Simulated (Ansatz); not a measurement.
CH₄SSe: several calculations on one system

**1. Relaxation**

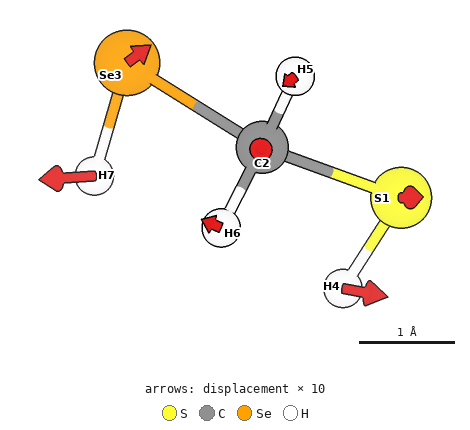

This is a relaxation of CH4SSe. The starting structure is drawn; red arrows show the displacements, 10 times their true length. The two geometries are superimposed by the best rigid fit.

A ball-and-stick model, seen from a free direction.

The run prepares an end point of a later path (torsion) calculation, from a guessed geometry.

All numbers below come from Ansatz, RKS PBE0-D4/def2-SVP.

Input file:
```yaml
crystal:
  periodic: [false, false, false]
  atoms:
    - { symbol: S, position_ang: [-1.64586, -0.21609, -0.11022] }
    - { symbol: C, position_ang: [-0.03802, 0.18867, 0.62204] }
    - { symbol: Se, position_ang: [1.48717, -0.93464, 0.04093] }
    - { symbol: H, position_ang: [-1.3398, 0.16285, -1.35087] }
    - { symbol: H, position_ang: [-0.13825, 0.01599, 1.69254] }
    - { symbol: H, position_ang: [0.20319, 1.23242, 0.4309] }
    - { symbol: H, position_ang: [1.47157, -0.44921, -1.32531] }
basis:
  gaussian: { orbitals: def2-SVP }
hamiltonian:
  xc: pbe0
  dispersion: d4
relax:
  f_tol: 0.015
  max_steps: 40
```

Launched with:
```bash
ansatz run input.yaml --threads 1 --pin off --max-ram 2048MiB --backend cpu --events-out ev --progress --plain --runs-dir out
```

What did the optimiser do to the structure, and how much energy did it gain?

Answer. The largest move after the best rigid fit is that of H7, 0.071 Å. By element the largest moves are H 0.071 Å, Se 0.033 Å, S 0.033 Å, C 0.032 Å. Some distances before and after: C2–Se3 1.981 → 1.957 Å, Se3–H7 1.450 → 1.471 Å, S1–H4 1.333 → 1.350 Å, C2–H5 1.089 → 1.099 Å. Bond angles that change, for instance: H5–C2–H6 110.2° → 107.4°. The energy falls by 0.025 eV in 6 geometry steps. The largest force component goes from 0.75 to 0.0028 eV/Å.

**2. Relaxation**

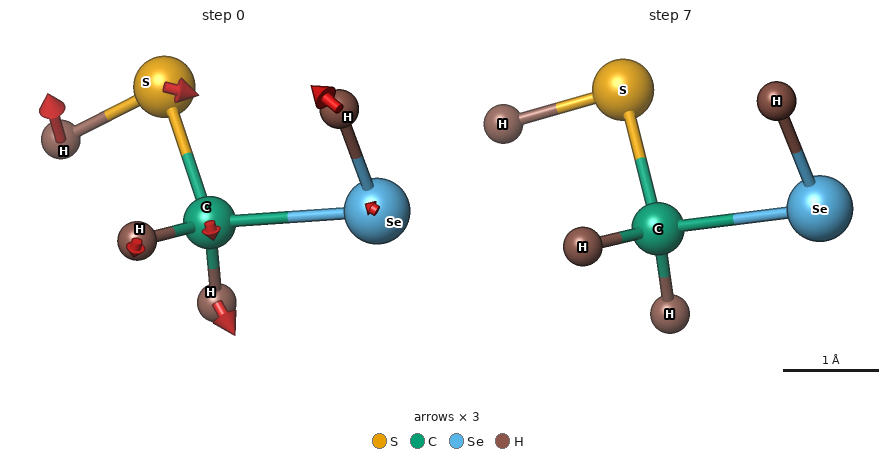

The structure of CH$_{4}$SSe before (left) and after (right) a relaxation, at one scale. The red arrows give the displacements, magnified 3 times.

A ball-and-stick model, seen from a free direction.

The run prepares an end point of a later path (torsion) calculation, from a guessed geometry.

Computed with Ansatz, RKS PBE0-D4/def2-SVP.

The input:
```yaml
crystal:
  periodic: [false, false, false]
  atoms:
    - { symbol: S, position_ang: [-1.64586, -0.21609, -0.11022] }
    - { symbol: C, position_ang: [-0.03802, 0.18867, 0.62204] }
    - { symbol: Se, position_ang: [0.07285, 0.0608, 2.59614] }
    - { symbol: H, position_ang: [-1.3398, 0.16285, -1.35087] }
    - { symbol: H, position_ang: [0.1505, 1.23464, 0.3849] }
    - { symbol: H, position_ang: [0.73564, -0.44055, 0.18654] }
    - { symbol: H, position_ang: [-0.09391, -1.37926, 2.62613] }
basis:
  gaussian: { orbitals: def2-SVP }
hamiltonian:
  xc: pbe0
  dispersion: d4
relax:
  f_tol: 0.015
  max_steps: 40
```

Command:
```bash
ansatz run input.yaml --threads 1 --pin off --max-ram 2048MiB --backend cpu --events-out ev --progress --plain --runs-dir out
```

### What changed between the two?

H4 moves most after the best rigid fit: 0.23 Å. By element the largest moves are H 0.23 Å, S 0.13 Å, C 0.07 Å, Se 0.05 Å. Some distances before and after: C2–Se3 1.981 → 1.946 Å, Se3–H7 1.450 → 1.472 Å, S1–H4 1.333 → 1.354 Å, C2–H5 1.089 → 1.100 Å. Bond angles that change, for instance: S1–C2–Se3 116.0° → 110.5°, S1–C2–H5 106.3° → 111.5°. The energy falls by 1.78 kcal/mol in 7 geometry steps. The largest force component goes from 0.79 to 0.01 eV/Å.

**3. Path**

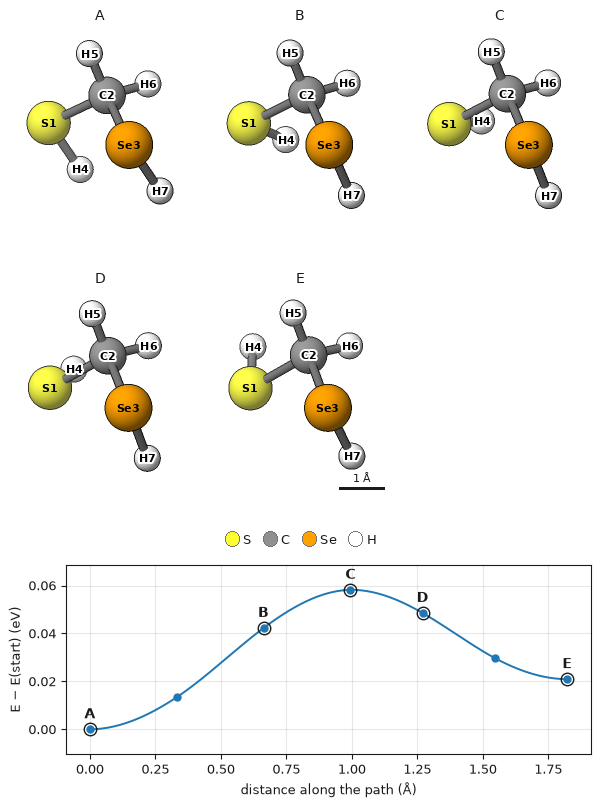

A nudged-elastic-band calculation for CH4SSe. Images are numbered from 0 (start) to 6 (end). Frames A to E are images 0, 2, 3, 4, 6. A ball-and-stick model, seen from a free direction.

Theory: RKS PBE0-D4/def2-SVP (Ansatz 0.2.0).

The input:
```yaml
crystal:
  periodic: [false, false, false]
  atoms:
    - { symbol: S, position_ang: [-1.667464, -0.206409, -0.087216] }
    - { symbol: C, position_ang: [-0.037997, 0.174044, 0.594128] }
    - { symbol: Se, position_ang: [1.466459, -0.955985, 0.054911] }
    - { symbol: H, position_ang: [-1.390399, 0.151459, -1.359358] }
    - { symbol: H, position_ang: [-0.127676, 0.023578, 1.679341] }
    - { symbol: H, position_ang: [0.226445, 1.226446, 0.429355] }
    - { symbol: H, position_ang: [1.530633, -0.413142, -1.311152] }
basis:
  gaussian: { orbitals: def2-SVP }
hamiltonian:
  xc: pbe0
  dispersion: d4
neb:
  order_check: false
  images: 5
  f_tol: 0.05
  max_iterations: 60
  initial_path: idpp
  final_atoms:
    - { symbol: S, position_ang: [-1.29221675, -0.45278099, -0.69877824] }
    - { symbol: C, position_ang: [0.007921, 0.14876381, 0.41418416] }
    - { symbol: Se, position_ang: [1.60567439, -0.94998796, 0.25356116] }
    - { symbol: H, position_ang: [-2.15449001, 0.57137436, -0.49682428] }
    - { symbol: H, position_ang: [-0.29039202, 0.0572942, 1.46873078] }
    - { symbol: H, position_ang: [0.26173632, 1.1960303, 0.20432687] }
    - { symbol: H, position_ang: [1.86176807, -0.57070272, -1.14519145] }
```

Launched with:
```bash
ansatz run input.yaml --threads 1 --pin off --max-ram 2048MiB --backend cpu --events-out ev --progress --plain --runs-dir out
```

Q: Read off the barrier and say what moves.

A: The energy climbs by 0.058 eV to image 3 and then falls by 0.037 eV, so the end point sits at +0.021 eV. The motion is a rotation about the S1–C2 bond by about 105°. No bond forms or breaks between the ends. Bond angles that change up to the highest image, for instance: S1–C2–H5 105.7° → 109.6°, S1–C2–Se3 117.9° → 114.9°. The band converged in 7 iterations. The largest component of the band force went from 0.85 to 0.049 eV/Å. The climbing image converged on the top of the path. Its vibrational analysis gives one imaginary mode (202i cm⁻¹), as a transition state must have.

The run took 2.2 min on 1 thread of Arm Neoverse V1 (shared host), peak memory 0.17 GiB.
